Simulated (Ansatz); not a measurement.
## Electronic structure of C$_{7}$H$_{13}$AlO$_{2}$ (AlMe2(acac)) in real space

Input file:

```
crystal:
  periodic: [false, false, false]
  atoms:
    - {symbol: Al, position_ang: [1.227359, -0.011776, 0.860875]}
    - {symbol: C, position_ang: [0.981587, -0.023512, 2.812260]}
    - {symbol: H, position_ang: [-0.088111, 0.034582, 3.106284]}
    - {symbol: H, position_ang: [1.501279, 0.829604, 3.299458]}
    - {symbol: H, position_ang: [1.395458, -0.948035, 3.270179]}
    - {symbol: C, position_ang: [2.994166, -0.013155, -0.002892]}
    - {symbol: H, position_ang: [2.926517, -0.078681, -1.109784]}
    - {symbol: H, position_ang: [3.620447, -0.865833, 0.337655]}
    - {symbol: H, position_ang: [3.564095, 0.911383, 0.234303]}
    - {symbol: O, position_ang: [0.184629, 1.370763, 0.116701]}
    - {symbol: C, position_ang: [-0.866818, 1.252553, -0.617456]}
    - {symbol: C, position_ang: [-1.496725, 2.544941, -1.062407]}
    - {symbol: C, position_ang: [-1.423719, 0.013001, -1.004599]}
    - {symbol: C, position_ang: [-0.883177, -1.236793, -0.627250]}
    - {symbol: C, position_ang: [-1.533720, -2.517207, -1.077158]}
    - {symbol: O, position_ang: [0.166639, -1.374590, 0.105819]}
    - {symbol: H, position_ang: [-2.395106, 2.393937, -1.687223]}
    - {symbol: H, position_ang: [-1.763501, 3.145949, -0.168966]}
    - {symbol: H, position_ang: [-0.748865, 3.138983, -1.626807]}
    - {symbol: H, position_ang: [-2.323064, 0.021382, -1.633325]}
    - {symbol: H, position_ang: [-2.411073, -2.349658, -1.727144]}
    - {symbol: H, position_ang: [-1.842067, -3.100930, -0.185305]}
    - {symbol: H, position_ang: [-0.786229, -3.136908, -1.613230]}
basis:
  gaussian: {orbitals: def2-TZVP, initial_orbitals: start.molden}
hamiltonian: {xc: pbe0, dispersion: d4}
scf: {omitted_lower_state_checks: [starts]}
output: {forces: true, orbitals: {seedname: orbitals}}
```

Run with:

```sh
ansatz run in.yaml --threads 2 --pin off --events-out ev --progress --plain --max-ram 32768MiB --backend cuda --devices 0, --max-vram 18GiB
```

Geometry: PBE-D4/def2-SVP; not at a stationary point (largest force 0.8 eV/Å).

The calculation used RKS PBE0-D4/def2-TZVP in Ansatz.

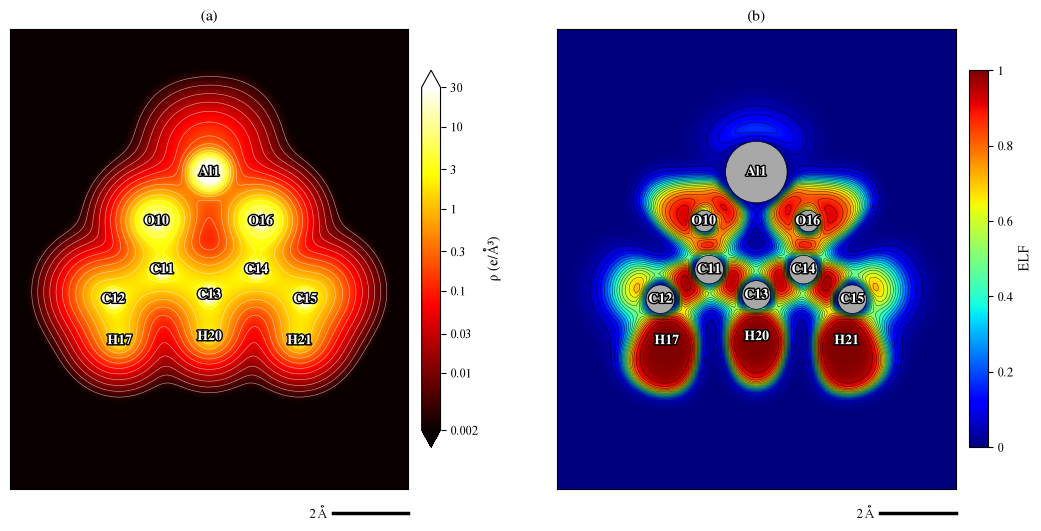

Figure 1. (a) total electron density; (b) electron localisation function on the plane of atoms C15, C14 and O16. Grey discs cover the atomic cores in the ELF map.

**Interpret the plot.**

- The plane passes through Al, O, C and H nuclei.
- C–O (1.29 Å): ρ at the midpoint is about 2.8 e/Å³; the ELF peaks at about 0.85 between the atoms (a short, strongly polar bond).
- C–C (1.41 Å): ρ at the midpoint is about 2.1 e/Å³; the ELF peaks at about 0.95 between the atoms: localised, covalent bonding.
- Al–O (1.88 Å): ρ at the midpoint is about 0.58 e/Å³; the ELF peaks at about 0.90 in the valence shell of O, 0.6 Å from its nucleus, and is about 0.55 at the midpoint.
- C–H (1.10 Å): the density is about 2 e/Å³ at the midpoint; the ELF climbs to about 1 towards the hydrogen, as it does in any bond to H: an ordinary covalent bond to hydrogen.
- C–C (1.51 Å): the density is about 1.8 e/Å³ at the midpoint; the ELF peaks at about 0.95 between the atoms, as expected for a shared electron pair.
- The ELF also peaks beside O10 and O16, away from the bonds: lone-pair regions.

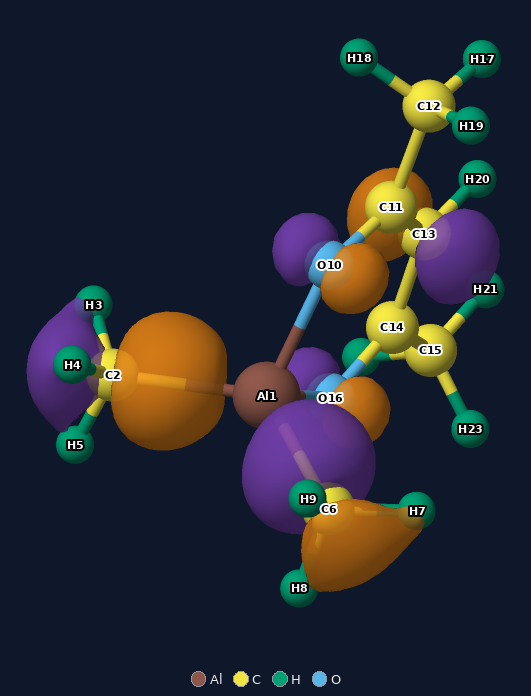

Figure 2. One frontier orbital at ±0.15 Å⁻³ᐟ² (orange and purple are the two phases), seen at an oblique angle.

**Which orbital is it: HOMO or LUMO?**

The HOMO, at −6.71 eV. Its weight (Hirshfeld) is mainly on C2 (about 20 %), C6 (about 20 %), Al1 (about 10 %), C13 (about 10 %), O10 (about 5 %) and O16 (about 5 %).
